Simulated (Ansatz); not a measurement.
# CH2F3Si (SMILES [CH2][Si](F)(F)F) at 5 levels

We compute a comparison of 5 runs (U-wB97X/def2-SVP, UB2PLYP/def2-SVP, UBLYP/def2-SVP, UPBE/def2-SVP, USVWN5/def2-SVP) of CH2F3Si. 

Program for the calculation: Ansatz 0.2.0.

64 further runs of the same task are left out: 64 set aside as unsound or not needed.

## Step 1: Starting point

CH2F3Si: 7 atoms, total charge 0, spin state doublet. SMILES: `[CH2][Si](F)(F)F`. The C1–H7 distance was set to 1.409 Å, away from the relaxed value.

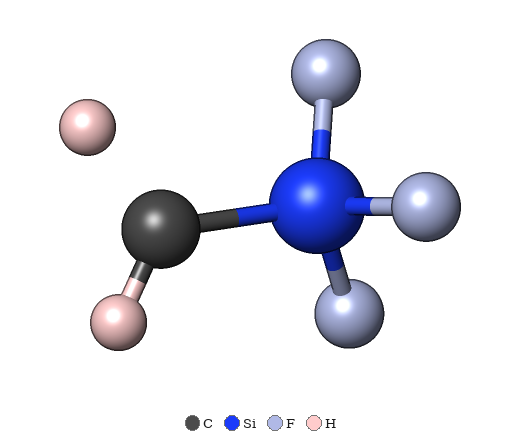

Viewed from a chosen angle; carbon dark grey, silicon blue, fluorine light blue, hydrogen pink.

## Step 2: The energy at U-wB97X/def2-SVP (run 1)

Input file in.yaml:

```yaml
crystal:
  periodic: [false, false, false]
  atoms:
    - {symbol: C, position_ang: [-0.785219, 0.344281, 0.457323]}
    - {symbol: Si, position_ang: [0.349481, -0.318319, -0.789677]}
    - {symbol: F, position_ang: [-0.084019, 0.121081, -2.240377]}
    - {symbol: F, position_ang: [0.401981, -1.895419, -0.787277]}
    - {symbol: F, position_ang: [1.823481, 0.183881, -0.542777]}
    - {symbol: H, position_ang: [-1.824519, 0.558781, 0.236023]}
    - {symbol: H, position_ang: [-0.380400, 0.593100, 1.784100]}
basis:
  gaussian:
    orbitals: def2-SVP
magnetization:
  spin_polarized: true
  initial_magnetization: 1
hamiltonian:
  xc: {name: wB97X}
accuracy: high
output:
  orbitals: {seedname: orbitals}
```

The run is started by

```sh
ansatz run in.yaml --threads 1 --pin off --max-ram 3480MiB --events-out events.jsonl --progress --plain --runs-dir runs
```

The program printed:

```text
Warning: RAYON_NUM_THREADS=1 ignored (pool sized by the plan → 1); use --threads N
Functional definition: wB97X
  name "wB97X"
  parameter omega = 0.3/bohr
  parameter cx = 0.157706
  parameter cx1 = 0.726479
  parameter cx2 = 1.04760
  parameter cx3 = -5.70635
  parameter cx4 = 13.2794
  parameter css1 = -4.33879
  parameter css2 = 18.2308
  parameter css3 = -31.7430
  parameter css4 = 17.2901
  parameter cos1 = 2.37031
  parameter cos2 = -11.3995
  parameter cos3 = 6.58405
  parameter cos4 = -3.78132
  exchange = spin_sum(e_x_unif_sr(omega)*poly(b97_u_x, 1 - cx, cx1, cx2, cx3, cx4)) + cx*exact_x_sr(omega)
      + exact_x_lr(omega)
  correlation = spin_sum(e_c_pw_same_spin*poly(b97_u_same, 1, css1, css2, css3, css4))
      + integral(e_c_pw_opposite_spin*poly(b97_u_opposite, 1, cos1, cos2, cos3, cos4))
1749 factors; integrals over basis functions are off by at most 6.1e-9 eV
322 factors; integrals over basis functions are off by at most 1.8e-9 eV
mean field evaluation 1: about -17084.6642 eV, gradient 3.3e1 eV
mean field evaluation 2: about -17085.3012 eV, gradient 3.3e1 eV
mean field evaluation 4: about -17088.3047 eV, gradient 8.0e-1 eV
mean field evaluation 8: about -17088.4118 eV, gradient 8.3e-2 eV
mean field evaluation 16: about -17088.4121 eV, gradient 3.7e-4 eV
mean field -17088.41205242 eV, -627.9875599846 hartree, gradient 4.1e-8 eV, S^2 0.755894; 0 other end points of the search recorded, 0 dependent functions left out
reference -17088.41204988 eV, -627.9875598913 hartree; 25, 24 occupied and 59, 60 virtual orbitals, 1749 factors
Total energy: -17088.41204988 eV, -627.9875598913 hartree
```

It took 39 s on 1 thread of Arm Neoverse V2, shared host; peak memory 0.78 GiB.

## Step 3: The energy at UB2PLYP/def2-SVP (run 2)

Input file run.yaml:

```yaml
crystal:
  periodic: [false, false, false]
  atoms:
    - {symbol: C, position_ang: [-0.785219, 0.344281, 0.457323]}
    - {symbol: Si, position_ang: [0.349481, -0.318319, -0.789677]}
    - {symbol: F, position_ang: [-0.084019, 0.121081, -2.240377]}
    - {symbol: F, position_ang: [0.401981, -1.895419, -0.787277]}
    - {symbol: F, position_ang: [1.823481, 0.183881, -0.542777]}
    - {symbol: H, position_ang: [-1.824519, 0.558781, 0.236023]}
    - {symbol: H, position_ang: [-0.380400, 0.593100, 1.784100]}
basis:
  gaussian:
    orbitals: def2-SVP
total_charge: 0
magnetization:
  spin_polarized: true
  initial_magnetization: 1
hamiltonian:
  xc: {name: B2PLYP}
correlation:
  frozen_orbitals: {C: 1, F: 1, H: 0, Si: 5}
accuracy: high
output:
  orbitals: {seedname: orbitals}
```

The run is started by

```sh
ansatz run run.yaml --threads 1 --pin off --max-ram 3480MiB --events-out events.jsonl --progress --plain --runs-dir runs
```

The program printed, cut to the lines that bear on the results:

```text
Warning: RAYON_NUM_THREADS=1 ignored (pool sized by the plan → 1); use --threads N
Functional definition: B2PLYP
  name "B2PLYP"
[...]
1749 factors; integrals over basis functions are off by at most 6.1e-9 eV
[...]
mean field -17073.48690720 eV, -627.4390710146 hartree, gradient 9.2e-8 eV, S^2 0.758860; 0 other end points of the search recorded, 0 dependent functions left out
9 core orbitals not correlated: weight in the atoms' cores, before any rotation towards them, 1.000 or more for the frozen orbitals, at most 0.000 for the correlated occupied ones
reference -17073.48692933 eV, -627.4390718277 hartree; 16, 15 occupied and 59, 60 virtual orbitals, 1749 factors
second order -24.65422664 eV of doubles, -0.00000000 eV of singles
Total energy: -17080.14357052 eV, -627.6836988795 hartree
```

Wall time 11 s (1 thread of Arm Neoverse V2, shared host); peak memory 0.38 GiB.

Runs 3 to 4 aren't shown in full; the table further down has their settings and results.

## Step 4: A single-point energy at USVWN5/def2-SVP (run 5)

Input file molecule.yaml:

```yaml
crystal:
  periodic: [false, false, false]
  atoms:
    - {symbol: C, position_ang: [-0.785219, 0.344281, 0.457323]}
    - {symbol: Si, position_ang: [0.349481, -0.318319, -0.789677]}
    - {symbol: F, position_ang: [-0.084019, 0.121081, -2.240377]}
    - {symbol: F, position_ang: [0.401981, -1.895419, -0.787277]}
    - {symbol: F, position_ang: [1.823481, 0.183881, -0.542777]}
    - {symbol: H, position_ang: [-1.824519, 0.558781, 0.236023]}
    - {symbol: H, position_ang: [-0.380400, 0.593100, 1.784100]}
basis:
  gaussian:
    orbitals: def2-SVP
hamiltonian:
  xc: {name: SVWN5}
magnetization:
  spin_polarized: true
  initial_magnetization: 1
output:
  orbitals: {seedname: orbitals}
accuracy: high
```

The run is started by

```sh
ansatz run molecule.yaml --threads 1 --pin off --max-ram 3480MiB --events-out events.jsonl --progress --plain --runs-dir runs
```

The program printed:

```text
Warning: RAYON_NUM_THREADS=1 ignored (pool sized by the plan → 1); use --threads N
Functional definition: SVWN5
  name "SVWN5"
  exchange = slater_x
  correlation = vwn5_c
1749 factors; integrals over basis functions are off by at most 6.1e-9 eV
mean field evaluation 1: about -16991.5004 eV, gradient 4.0e1 eV
mean field evaluation 2: about -16981.9877 eV, gradient 6.4e1 eV
mean field evaluation 4: about -16997.5884 eV, gradient 2.9e0 eV
mean field evaluation 8: about -16997.6276 eV, gradient 7.5e-2 eV
mean field evaluation 16: about -16997.6276 eV, gradient 2.9e-5 eV
mean field -16997.62758852 eV, -624.6512924722 hartree, gradient 6.7e-8 eV, S^2 0.753624; 0 other end points of the search recorded, 0 dependent functions left out
reference -16997.62759140 eV, -624.6512925783 hartree; 25, 24 occupied and 59, 60 virtual orbitals, 1749 factors
Total energy: -16997.62759140 eV, -624.6512925783 hartree
```

Wall time 3.6 s (1 thread of Arm Neoverse V2, shared host); peak memory 0.23 GiB.

## Step 5: All runs side by side

| run | level | frozen core orbitals | energy (Eh) | HOMO energy (eV) | LUMO energy (eV) | ⟨S²⟩ | wall time |
| --- | --- | --- | --- | --- | --- | --- | --- |
| 1 | U-wB97X/def2-SVP | – | -627.987560 | -10.50 | -0.99 | 0.756 | 39 s |
| 2 | UB2PLYP/def2-SVP | 9 | -627.683699 | -9.50 | -1.40 | 0.759 | 11 s |
| 3 | UBLYP/def2-SVP | – | -628.019117 | -6.29 | -4.18 | 0.754 | 7.2 s |
| 4 | UPBE/def2-SVP | – | -627.579934 | -6.56 | -4.22 | 0.755 | 7.2 s |
| 5 | USVWN5/def2-SVP | – | -624.651293 | -6.54 | -4.82 | 0.754 | 3.6 s |

## Step 6: Summary of results

| quantity | value |
| --- | --- |
| run 5: total energy | -624.65129 Eh |
| run 5: HOMO energy (highest over α and β) | -6.54 eV |
| run 5: LUMO energy (lowest over α and β) | -4.82 eV |
| run 5: ⟨S²⟩ | 0.754 |

In words: Totals of different functionals can't be ranked against each other. All runs together took 68 s, the longest 39 s.
